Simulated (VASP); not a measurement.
Energy against volume of CsI (CsCl type). Calculation: PBE GGA with D4 dispersion, VASP's PBE PAW potentials (set 64) (plane waves; VASP 6.6.1).

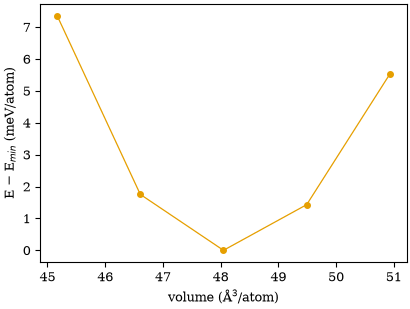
Figure. Energy against volume

**Question.** Estimate the equilibrium volume and the bulk modulus.

**Answer.** The minimum lies near 48.1 Å³/atom, and the curvature gives B0 of about 12 GPa.

The compound is CsI in the CsCl type structure. It was relaxed first.
